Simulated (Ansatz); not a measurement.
# BH2SF (SMILES FBS) at HSE06/STO-3G

Aim: the vertical ionisation energy of BH2SF at HSE06/STO-3G, from 2 runs. 

Program for the calculation: Ansatz 0.2.0.

65 further runs of the same task are left out: 65 set aside as unsound or not needed.

## (1) The structure to begin with

BH2SF has 5 atoms, charge 0, and is taken as a singlet. SMILES: `FBS`. The coordinates come from a PBE0-D4/def2-TZVP relaxation. This is one conformer, not always the lowest.

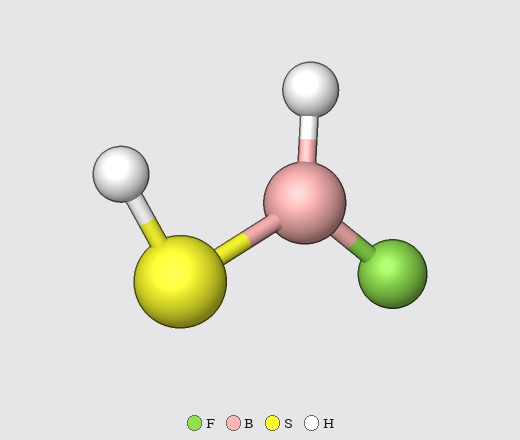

The structure, seen from a chosen angle (fluorine green, boron pink, sulfur yellow, hydrogen white).

## (2) A single-point energy at HSE06/STO-3G

Contents of run.yaml:

```yaml
crystal:
  periodic: [false, false, false]
  atoms:
    - {symbol: F, position_ang: [-1.119100, -0.905900, -1.069200]}
    - {symbol: B, position_ang: [-0.412800, -0.339100, -0.106100]}
    - {symbol: S, position_ang: [0.972400, 0.698600, -0.579400]}
    - {symbol: H, position_ang: [-0.712000, -0.530900, 1.033700]}
    - {symbol: H, position_ang: [1.321400, 1.003700, 0.679600]}
basis:
  gaussian:
    orbitals: STO-3G
hamiltonian:
  xc: {name: HSE06}
accuracy: high
```

On the command line:

```bash
ansatz run run.yaml --threads 1 --pin off --max-ram 2610MiB --events-out events.jsonl --progress --plain --runs-dir runs
```

Output:

```text
Warning: RAYON_NUM_THREADS=1 ignored (pool sized by the plan → 1); use --threads N
Functional definition: HSE06
  name "HSE06"
  parameter a = 0.25
  parameter omega = 0.11/bohr
  exchange = pbe_x - a*pbe_x_sr(omega) + a*exact_x_sr(omega)
  correlation = pbe_c
371 factors; integrals over basis functions are off by at most 2.9e-8 eV
57 factors; integrals over basis functions are off by at most 1.3e-9 eV
mean field evaluation 1: about -14088.0505 eV, gradient 9.9e0 eV
mean field evaluation 2: about -14087.9520 eV, gradient 1.2e1 eV
mean field evaluation 4: about -14088.4064 eV, gradient 4.5e-1 eV
mean field evaluation 8: about -14088.3834 eV, gradient 6.5e-3 eV
mean field evaluation 16: about -14088.3834 eV, gradient 1.2e-8 eV
mean field -14088.38342864 eV, -517.7385415533 hartree, gradient 1.2e-8 eV, S^2 0.000000; 0 other end points of the search recorded, 0 dependent functions left out
reference -14088.38343023 eV, -517.7385416115 hartree; 16, 16 occupied and 5, 5 virtual orbitals, 371 factors
Total energy: -14088.38343023 eV, -517.7385416115 hartree
```

Wall time 1.4 s (1 thread of Arm Neoverse V1, shared host); peak memory 0.097 GiB.

## (3) The doublet cation at the same level

Contents of run.yaml:

```yaml
crystal:
  periodic: [false, false, false]
  atoms:
    - symbol: F
      position_ang: [-1.119100, -0.905900, -1.069200]
    - symbol: B
      position_ang: [-0.412800, -0.339100, -0.106100]
    - symbol: S
      position_ang: [0.972400, 0.698600, -0.579400]
    - symbol: H
      position_ang: [-0.712000, -0.530900, 1.033700]
    - symbol: H
      position_ang: [1.321400, 1.003700, 0.679600]
basis:
  gaussian:
    orbitals: STO-3G
total_charge: 1
magnetization:
  spin_polarized: true
  initial_magnetization: 1
hamiltonian:
  xc: hse06
accuracy: high
```

On the command line:

```bash
ansatz run run.yaml --threads 1 --pin off --max-ram 2610MiB --events-out events.jsonl --progress --plain --runs-dir runs
```

Output, cut to the lines that bear on the results:

```text
Warning: RAYON_NUM_THREADS=1 ignored (pool sized by the plan → 1); use --threads N
[... 6 set-up lines as earlier in the session ...]
371 factors; integrals over basis functions are off by at most 2.9e-8 eV
57 factors; integrals over basis functions are off by at most 1.3e-9 eV
mean field evaluation 1: about -14076.9774 eV, gradient 1.9e1 eV
mean field evaluation 2: about -14044.7201 eV, gradient 7.9e1 eV
mean field evaluation 4: about -14080.2413 eV, gradient 5.9e-1 eV
mean field evaluation 8: about -14080.2219 eV, gradient 6.7e-2 eV
mean field evaluation 16: about -14080.2220 eV, gradient 2.0e-5 eV
mean field evaluation 32: about -14079.4036 eV, gradient 5.6e-1 eV
mean field -14080.22195692 eV, -517.4386129996 hartree, gradient 9.0e-8 eV, S^2 0.756507; 3 other end points of the search recorded, 0 dependent functions left out
reference -14080.22195856 eV, -517.4386130598 hartree; 16, 15 occupied and 5, 6 virtual orbitals, 371 factors
Total energy: -14080.22195856 eV, -517.4386130598 hartree
```

Run time: 3.3 s. Hardware: 1 thread of Arm Neoverse V1, shared host; peak memory 0.13 GiB.

## (4) Results

At HSE06/STO-3G:

| quantity | value |
| --- | --- |
| singlet BH2SF: total energy | -517.73854 Eh |
| doublet cation: total energy | -517.43861 Eh |
| doublet cation: ⟨S²⟩ | 0.757 |
| vertical ionisation energy (to the doublet cation) | 8.161 eV |

What this shows: Removing an electron at fixed nuclei costs 8.16 eV (787 kJ/mol). In a minimal basis such a difference can be off by several eV, whatever the method.
